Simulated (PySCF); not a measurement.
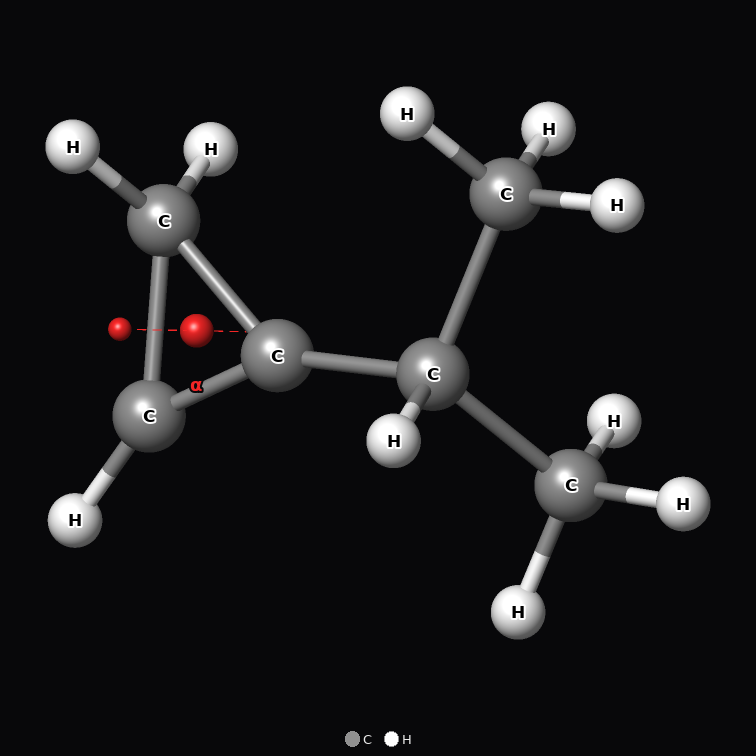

The small points mark where nucleus-independent chemical shifts (NICS) were computed: at the centre of each lettered ring and 1 Å above and below it. Geometry: an image of a reaction path computed with GFN2-xTB, not a minimum. Method: GIAO PBE0/pcSseg-1 NMR shielding, non-relativistic, gas phase (PySCF 2.14.0).

Give NICS(0), NICS(1) and the out-of-plane component NICS(1)zz for each ring (means of the two sides).

```
ring  members  NICS(0)  NICS(1)  NICS(1)zz
   α       C3    −30.7     −7.2      −14.5
```

Values in ppm.
